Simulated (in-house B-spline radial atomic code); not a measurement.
# Ti⁴⁺: excited configurations

Aim: the energies of several excited configurations of Ti⁴⁺ above a reference configuration, each from its own self-consistent run.

Program: in-house B-spline radial atomic code version 1. Level of theory: Dirac-Hartree-Fock, average of configuration, Fermi nucleus, basis-set limit. These are calculated values, not measurements, unless marked.

## (1) What is computed

| Item | Value |
| --- | --- |
| element | titanium (Z = 22) |
| charge | +4 |
| electrons | 18 |
| configuration | [Ne] 3s2 3p6 |
| Hamiltonian | Dirac-Coulomb |
| nucleus | Fermi, rms radius 3.592 fm |

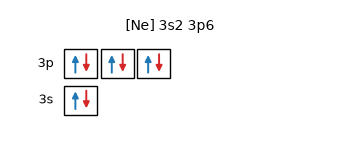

The shells outside the core, filled by Hund's rule for the drawing.

Input settings:

```ini
Z = 22
electrons = 18.0
configuration = [Ne] 3s2 3p6
hamiltonian = dirac
method = hf
spin_polarised = False
nucleus = fermi
rms_radius = 3.5921
mass_number = 48
atomic_mass = 47.947940677
speed_of_light = 137.035999084
```

The reference is known from an earlier run: -849.649838 hartree in all. Up to eight levels, counted from the top:

```
orbital  occupation  energy (eV)  <r> (bohr)
  1s1/2           2     -5074.25     0.06954
  2s1/2           2      -645.35      0.3222
  2p1/2           2      -544.80      0.2866
  2p3/2           4      -538.90      0.2892
  3s1/2           2      -130.69      0.9749
  3p1/2           2      -99.936       1.027
  3p3/2           4      -99.164       1.034
```

## (2) [He] 2s2 2p5 3s2 3p6 5f1

Changes to the settings of step 1:

```diff
@@ -2,3 +2,3 @@
 electrons = 18.0
-configuration = [Ne] 3s2 3p6
+configuration = [He] 2s2 2p5 3s2 3p6 5f1
 hamiltonian = dirac
```

The program writes no log. Results of the run, from its result record (rounded, main fields):

```text
{
  "status": "converged",
  "iterations": 9,
  "energy [hartree]": {"total": -830.657730444, "kinetic": 839.639672234, "nuclear": -1922.89436319, "coulomb": 288.656999452, "exact_exchange": -36.0600389407},
  "breit [hartree]": {"gaunt": 0.2755871, "retardation": -0.02242953, "frequency_dependence": -0.0004384383},
  "qed [hartree]": {"self_energy": 0.1908691, "uehling": -0.01472892, "wichmann_kroll": 6.517017e-05},
  "recoil [hartree]": 0.007720795,
  "total_with_corrections [hartree]": -830.221085102,
  "orbitals [hartree, bohr; first row names the columns]": [
    ["name", "occ", "eps", "<r>"],
    ["1s1/2", 2.0, -189.34468, 0.069467],
    ["2s1/2", 2.0, -25.496715, 0.31764],
    ["2p1/2", 1.6667, -22.144345, 0.28469],
    ["2p3/2", 3.3333, -21.920139, 0.28723],
    ["3s1/2", 2.0, -5.6168331, 0.92783],
    ["3p1/2", 2.0, -4.4651881, 0.95703],
    ["3p3/2", 4.0, -4.4324341, 0.96254],
    ["5f5/2", 0.42857, -0.50983322, 6.1025],
    ["5f7/2", 0.57143, -0.50984003, 6.1025]
  ],
  "sum_r [bohr^k]": {"-1": 87.40437, "1": 15.92851, "2": 51.69022},
  "energy_minus_base [hartree]": 18.9921079,
  "energy_minus_base_with_corrections [hartree]": 18.9806396
}
```

Run time: 1.1 s. Hardware: 1 thread, shared host.

energy_minus_base is the energy less that of the reference run.

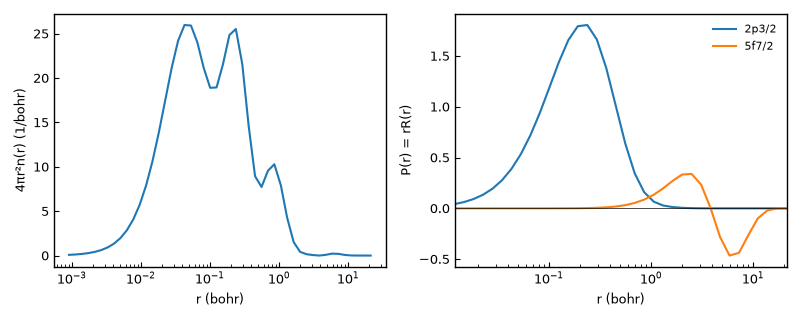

Radial density (left) and the radial functions of 2p3/2, 5f7/2 (right).

Clear maxima of the radial density (full grid of the record): 0.043, 0.24, 0.86, 5.9 bohr.

## (3) Configuration [Ne] 3s1 3p6 7f1

Changes to the settings of step 2:

```diff
@@ -2,3 +2,3 @@
 electrons = 18.0
-configuration = [He] 2s2 2p5 3s2 3p6 5f1
+configuration = [Ne] 3s1 3p6 7f1
 hamiltonian = dirac
```

Main fields:

```text
{
  "status": "converged",
  "iterations": 9,
  "energy [hartree]": {"total": -845.148031979, "kinetic": 854.108760293, "nuclear": -1964.38236288, "coulomb": 303.524677018, "exact_exchange": -38.3991064089},
  "breit [hartree]": {"gaunt": 0.288739, "retardation": -0.02422082, "frequency_dependence": -0.0004954502},
  "qed [hartree]": {"self_energy": 0.1889152, "uehling": -0.01458092, "wichmann_kroll": 6.45183e-05},
  "recoil [hartree]": 0.007709747,
  "total_with_corrections [hartree]": -844.701900746,
  "orbitals [hartree, bohr; first row names the columns]": [
    ["name", "occ", "eps", "<r>"],
    ["1s1/2", 2.0, -187.40434, 0.069539],
    ["2s1/2", 2.0, -24.57039, 0.32245],
    ["2p1/2", 2.0, -20.907711, 0.2862],
    ["2p3/2", 4.0, -20.690588, 0.28877],
    ["3s1/2", 1.0, -5.5543454, 0.95171],
    ["3p1/2", 2.0, -4.3003502, 0.99794],
    ["3p3/2", 4.0, -4.270137, 1.0038],
    ["7f5/2", 0.42857, -0.25964192, 13.202],
    ["7f7/2", 0.57143, -0.25964484, 13.202]
  ],
  "sum_r [bohr^k]": {"-1": 89.29019, "1": 22.67652, "2": 206.3011},
  "energy_minus_base [hartree]": 4.50180635,
  "energy_minus_base_with_corrections [hartree]": 4.49982393
}
```

It took 1.2 s on 1 thread, shared host.

## (4) Run with [He] 2s2 2p5 3s2 3p6 3d1

Changes to the settings of step 3:

```diff
@@ -2,3 +2,3 @@
 electrons = 18.0
-configuration = [Ne] 3s1 3p6 7f1
+configuration = [He] 2s2 2p5 3s2 3p6 3d1
 hamiltonian = dirac
```

Main fields:

```text
{
  "status": "converged",
  "iterations": 9,
  "energy [hartree]": {"total": -832.560121881, "kinetic": 841.522505531, "nuclear": -1937.53163113, "coulomb": 299.773165234, "exact_exchange": -36.3241615111},
  "breit [hartree]": {"gaunt": 0.2751095, "retardation": -0.02238172, "frequency_dependence": -0.0004351221},
  "qed [hartree]": {"self_energy": 0.190748, "uehling": -0.01472104, "wichmann_kroll": 6.513524e-05},
  "recoil [hartree]": 0.007715401,
  "total_with_corrections [hartree]": -832.124021768,
  "orbitals [hartree, bohr; first row names the columns]": [
    ["name", "occ", "eps", "<r>"],
    ["1s1/2", 2.0, -188.65842, 0.069462],
    ["2s1/2", 2.0, -24.77356, 0.31783],
    ["2p1/2", 1.6667, -21.425454, 0.28483],
    ["2p3/2", 3.3333, -21.201191, 0.28738],
    ["3s1/2", 2.0, -5.0390521, 0.94563],
    ["3p1/2", 2.0, -3.9100788, 0.98304],
    ["3p3/2", 4.0, -3.8789448, 0.98901],
    ["3d3/2", 0.4, -2.4553629, 1.06],
    ["3d5/2", 0.6, -2.4520848, 1.0619]
  ],
  "sum_r [bohr^k]": {"-1": 88.0697, "1": 11.08175, "2": 10.99306},
  "energy_minus_base [hartree]": 17.0897165,
  "energy_minus_base_with_corrections [hartree]": 17.0777029
}
```

It took 0.98 s on 1 thread, shared host.

## (5) Run with [Ne] 3s2 3p5 5f1

Changes to the settings of step 4:

```diff
@@ -2,3 +2,3 @@
 electrons = 18.0
-configuration = [He] 2s2 2p5 3s2 3p6 3d1
+configuration = [Ne] 3s2 3p5 5f1
 hamiltonian = dirac
```

Main fields:

```text
{
  "status": "converged",
  "iterations": 9,
  "energy [hartree]": {"total": -846.54614223, "kinetic": 855.570152104, "nuclear": -1969.19150224, "coulomb": 305.797524991, "exact_exchange": -38.7223170823},
  "breit [hartree]": {"gaunt": 0.2884052, "retardation": -0.02400961, "frequency_dependence": -0.0004836063},
  "qed [hartree]": {"self_energy": 0.1901287, "uehling": -0.01466965, "wichmann_kroll": 6.490969e-05},
  "recoil [hartree]": 0.007752027,
  "total_with_corrections [hartree]": -846.098954266,
  "orbitals [hartree, bohr; first row names the columns]": [
    ["name", "occ", "eps", "<r>"],
    ["1s1/2", 2.0, -187.2778, 0.069531],
    ["2s1/2", 2.0, -24.458758, 0.32176],
    ["2p1/2", 2.0, -20.765057, 0.28673],
    ["2p3/2", 4.0, -20.547952, 0.28932],
    ["3s1/2", 2.0, -5.3246134, 0.95596],
    ["3p1/2", 1.6667, -4.2431936, 0.99647],
    ["3p3/2", 3.3333, -4.2135219, 1.0021],
    ["5f5/2", 0.42857, -0.50961283, 6.1086],
    ["5f7/2", 0.57143, -0.50961719, 6.1086]
  ],
  "sum_r [bohr^k]": {"-1": 89.50879, "1": 15.53509, "2": 51.33719},
  "energy_minus_base [hartree]": 3.1036961,
  "energy_minus_base_with_corrections [hartree]": 3.10277041
}
```

It took 1.1 s on 1 thread, shared host.

## (6) Configuration [He] 2s2 2p5 3s2 3p6 5g1

Changes to the settings of step 5:

```diff
@@ -2,3 +2,3 @@
 electrons = 18.0
-configuration = [Ne] 3s2 3p5 5f1
+configuration = [He] 2s2 2p5 3s2 3p6 5g1
 hamiltonian = dirac
```

Main fields:

```text
{
  "status": "converged",
  "iterations": 9,
  "energy [hartree]": {"total": -830.648139096, "kinetic": 839.630294627, "nuclear": -1922.74283572, "coulomb": 288.52235386, "exact_exchange": -36.0579518667},
  "breit [hartree]": {"gaunt": 0.2755985, "retardation": -0.02243119, "frequency_dependence": -0.000438482},
  "qed [hartree]": {"self_energy": 0.1908701, "uehling": -0.01472898, "wichmann_kroll": 6.517042e-05},
  "recoil [hartree]": 0.007720453,
  "total_with_corrections [hartree]": -830.211483558,
  "orbitals [hartree, bohr; first row names the columns]": [
    ["name", "occ", "eps", "<r>"],
    ["1s1/2", 2.0, -189.35176, 0.069467],
    ["2s1/2", 2.0, -25.5046, 0.31764],
    ["2p1/2", 1.6667, -22.152122, 0.28469],
    ["2p3/2", 3.3333, -21.927923, 0.28724],
    ["3s1/2", 2.0, -5.6250592, 0.92756],
    ["3p1/2", 2.0, -4.4730808, 0.95655],
    ["3p3/2", 4.0, -4.440306, 0.96204],
    ["5g7/2", 0.44444, -0.50023153, 5.4932],
    ["5g9/2", 0.55556, -0.50022567, 5.4933]
  ],
  "sum_r [bohr^k]": {"-1": 87.39748, "1": 15.31578, "2": 42.09002},
  "energy_minus_base [hartree]": 19.0016992,
  "energy_minus_base_with_corrections [hartree]": 18.9902411
}
```

It took 1.1 s on 1 thread, shared host.

## (7) Run with [Ne] 3s1 3p6 7d1

Changes to the settings of step 6:

```diff
@@ -2,3 +2,3 @@
 electrons = 18.0
-configuration = [He] 2s2 2p5 3s2 3p6 5g1
+configuration = [Ne] 3s1 3p6 7d1
 hamiltonian = dirac
```

Main fields:

```text
{
  "status": "converged",
  "iterations": 9,
  "energy [hartree]": {"total": -845.181306697, "kinetic": 854.141834667, "nuclear": -1964.58913018, "coulomb": 303.666444932, "exact_exchange": -38.4004561169},
  "breit [hartree]": {"gaunt": 0.2887403, "retardation": -0.02422215, "frequency_dependence": -0.0004954011},
  "qed [hartree]": {"self_energy": 0.1889139, "uehling": -0.01458083, "wichmann_kroll": 6.451791e-05},
  "recoil [hartree]": 0.007709216,
  "total_with_corrections [hartree]": -844.735177223,
  "orbitals [hartree, bohr; first row names the columns]": [
    ["name", "occ", "eps", "<r>"],
    ["1s1/2", 2.0, -187.39465, 0.069539],
    ["2s1/2", 2.0, -24.56059, 0.32246],
    ["2p1/2", 2.0, -20.897899, 0.28621],
    ["2p3/2", 4.0, -20.680783, 0.28878],
    ["3s1/2", 1.0, -5.5481016, 0.95192],
    ["3p1/2", 2.0, -4.2942733, 0.9982],
    ["3p3/2", 4.0, -4.2640807, 1.0041],
    ["7d3/2", 0.4, -0.29297662, 12.224],
    ["7d5/2", 0.6, -0.2928962, 12.227]
  ],
  "sum_r [bohr^k]": {"-1": 89.29959, "1": 21.70196, "2": 176.8388},
  "energy_minus_base [hartree]": 4.46853164,
  "energy_minus_base_with_corrections [hartree]": 4.46654745
}
```

It took 1.2 s on 1 thread, shared host.

## (8) Run with [Ne] 3s2 3p5 7d1

Changes to the settings of step 7:

```diff
@@ -2,3 +2,3 @@
 electrons = 18.0
-configuration = [Ne] 3s1 3p6 7d1
+configuration = [Ne] 3s2 3p5 7d1
 hamiltonian = dirac
```

Main fields:

```text
{
  "status": "converged",
  "iterations": 9,
  "energy [hartree]": {"total": -846.329057184, "kinetic": 855.352936905, "nuclear": -1967.16136681, "coulomb": 304.201926997, "exact_exchange": -38.7225542758},
  "breit [hartree]": {"gaunt": 0.2884132, "retardation": -0.02401201, "frequency_dependence": -0.0004835859},
  "qed [hartree]": {"self_energy": 0.1901272, "uehling": -0.01466955, "wichmann_kroll": 6.490923e-05},
  "recoil [hartree]": 0.007748501,
  "total_with_corrections [hartree]": -845.881868569,
  "orbitals [hartree, bohr; first row names the columns]": [
    ["name", "occ", "eps", "<r>"],
    ["1s1/2", 2.0, -187.36985, 0.069531],
    ["2s1/2", 2.0, -24.551129, 0.32177],
    ["2p1/2", 2.0, -20.857376, 0.28675],
    ["2p3/2", 4.0, -20.640283, 0.28933],
    ["3s1/2", 2.0, -5.4208183, 0.95598],
    ["3p1/2", 1.6667, -4.3393138, 0.99637],
    ["3p3/2", 3.3333, -4.3096485, 1.002],
    ["7d3/2", 0.4, -0.29257095, 12.241],
    ["7d5/2", 0.6, -0.29249343, 12.244]
  ],
  "sum_r [bohr^k]": {"-1": 89.41651, "1": 21.66894, "2": 177.1814},
  "energy_minus_base [hartree]": 3.32078115,
  "energy_minus_base_with_corrections [hartree]": 3.3198561
}
```

Wall time 1.3 s (1 thread, shared host).

## (9) Configuration [He] 2s2 2p5 3s2 3p6 4d1

Changes to the settings of step 8:

```diff
@@ -2,3 +2,3 @@
 electrons = 18.0
-configuration = [Ne] 3s2 3p5 7d1
+configuration = [He] 2s2 2p5 3s2 3p6 4d1
 hamiltonian = dirac
```

Main fields:

```text
{
  "status": "converged",
  "iterations": 9,
  "energy [hartree]": {"total": -831.189259625, "kinetic": 840.168962688, "nuclear": -1927.04285021, "coulomb": 291.760906445, "exact_exchange": -36.076278547},
  "breit [hartree]": {"gaunt": 0.2755576, "retardation": -0.02243052, "frequency_dependence": -0.0004380156},
  "qed [hartree]": {"self_energy": 0.1908525, "uehling": -0.01472782, "wichmann_kroll": 6.516529e-05},
  "recoil [hartree]": 0.007722544,
  "total_with_corrections [hartree]": -830.75265811,
  "orbitals [hartree, bohr; first row names the columns]": [
    ["name", "occ", "eps", "<r>"],
    ["1s1/2", 2.0, -189.15331, 0.069467],
    ["2s1/2", 2.0, -25.302733, 0.31768],
    ["2p1/2", 1.6667, -21.950525, 0.28474],
    ["2p3/2", 3.3333, -21.726348, 0.28728],
    ["3s1/2", 2.0, -5.4469433, 0.92975],
    ["3p1/2", 2.0, -4.2969262, 0.9597],
    ["3p3/2", 4.0, -4.264365, 0.96526],
    ["4d3/2", 0.4, -1.0423748, 3.056],
    ["4d5/2", 0.6, -1.04173, 3.0581]
  ],
  "sum_r [bohr^k]": {"-1": 87.59294, "1": 12.90367, "2": 19.83418},
  "energy_minus_base [hartree]": 18.4605787,
  "energy_minus_base_with_corrections [hartree]": 18.4490666
}
```

Run time: 1 s. Hardware: 1 thread, shared host.

## (10) The excitation energies

| net move | configuration | energy above the reference (eV) | with Breit, QED, recoil (eV) | largest <r> (bohr) |
| --- | --- | --- | --- | --- |
| 3p → 5f | [Ne] 3s2 3p5 5f1 | 84.456 | 84.431 | 6.11 |
| 3p → 7d | [Ne] 3s2 3p5 7d1 | 90.363 | 90.338 | 12.2 |
| 3s → 7d | [Ne] 3s1 3p6 7d1 | 121.59 | 121.54 | 12.2 |
| 3s → 7f | [Ne] 3s1 3p6 7f1 | 122.50 | 122.45 | 13.2 |
| 2p → 3d | [He] 2s2 2p5 3s2 3p6 3d1 | 465.03 | 464.71 | 1.06 |
| 2p → 4d | [He] 2s2 2p5 3s2 3p6 4d1 | 502.34 | 502.02 | 3.06 |
| 2p → 5f | [He] 2s2 2p5 3s2 3p6 5f1 | 516.80 | 516.49 | 6.10 |
| 2p → 5g | [He] 2s2 2p5 3s2 3p6 5g1 | 517.06 | 516.75 | 5.49 |

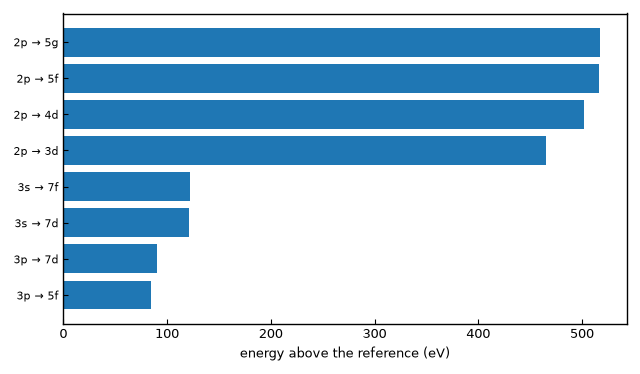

The configurations in order of energy, labelled by the net move of electrons.

Quantum defects of the promoted electron, δ = n − ζ/√(−2ε) with ζ = 5 and ε its orbital energy in hartree:

| promotion | δ |
| --- | --- |
| 3p → 5f | 0.047 |
| 3p → 7d | 0.463 |
| 3s → 7d | 0.468 |
| 3s → 7f | 0.061 |
| 2p → 4d | 0.536 |
| 2p → 5f | 0.048 |
| 2p → 5g | 0.001 |

The lowest of them is 3p → 5f at 84.456 eV and the highest 2p → 5g at 517.06 eV. 6 of them lie more than 2 % above the ionisation threshold that Koopmans' theorem gives (99.164 eV), where such states can decay by emitting an electron. Of those tabulated, the defect is largest for 4d (0.54) and least for 5g (0.00): low angular momentum penetrates the core, high angular momentum stays outside it. These are averages over configurations, without correlation, not spectroscopic levels.
